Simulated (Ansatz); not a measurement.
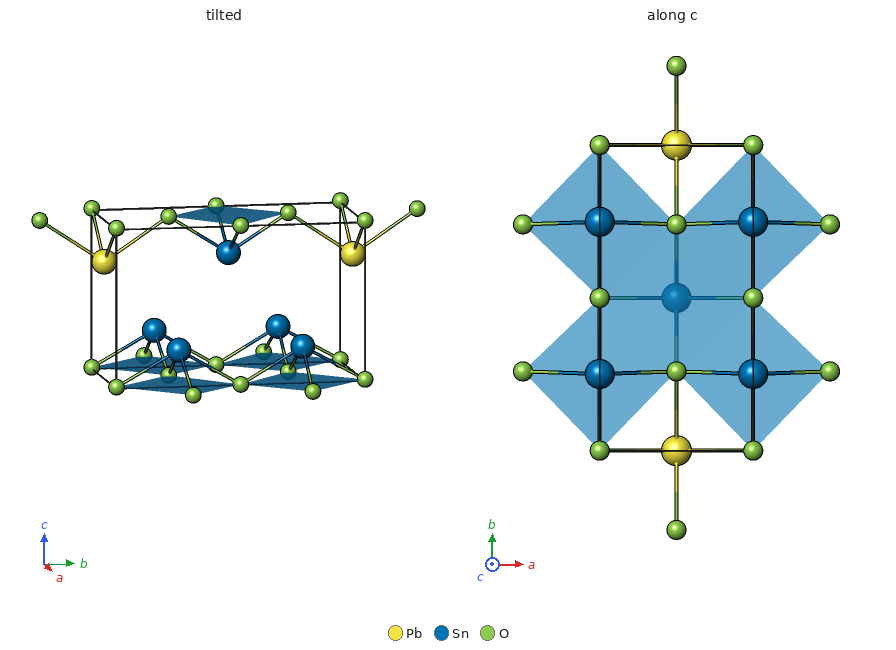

We look at a polyhedral model of the crystal slightly off an axis and along the c axis. One conventional unit cell is outlined, and atoms on its boundary appear in each equivalent place. Some neighbours outside the box are added.

Sn3PbO4, space group Pmm2 (No. 25), a = 3.842 Å, b = 7.647 Å, c = 4.858 Å, α = 90.00°, β = 90.00°, γ = 90.00°. The cell started as a structure type filled with these elements by a generator (whether the compound takes this form wasn't checked). Earlier steps of the study may have refined or changed the cell and positions. A calculation with Ansatz used it as input.

This one geometry was computed with Ansatz (DFT, plane waves, PAW) at five levels of theory: PBE, PBE0, HSE06, r2SCAN and PBE with spin-orbit coupling.

**Which level gives the highest pressure at this volume, and what does that say about its equilibrium volume?**

Highest: PBE (5.1 GPa) and PBE with spin-orbit coupling (5.0 GPa), which points to the largest equilibrium volume. Lowest, with the smallest volume: PBE0 (0.7 GPa) and HSE06 (0.7 GPa). Levels within 0.5 GPa of each other can't be told apart.

**How does the band gap change with the level of theory?**

PBE with spin-orbit coupling: a gap of 0.10 eV, indirect; PBE: a gap of 0.23 eV, indirect; r2SCAN: a gap of 0.42 eV, indirect; HSE06: a gap of 0.66 eV, indirect; PBE0: a gap of 1.29 eV, indirect.

**Collect the results in a table.**

| level | cutoff (eV) | k-mesh of the run's cell | gap (eV) | pressure (GPa) |
| --- | --- | --- | --- | --- |
| PBE | 420 | 6×4×6 | 0.23 | 5.1 |
| PBE0 | 420 | 4×2×4 | 1.29 | 0.7 |
| HSE06 | 420 | 4×2×4 | 0.66 | 0.7 |
| r2SCAN | 500 | 6×4×6 | 0.42 | 1.2 |
| PBE with spin-orbit coupling | 420 | 6×4×6 | 0.10 | 5.0 |

Gaps are taken on the k-mesh or band path of each run.
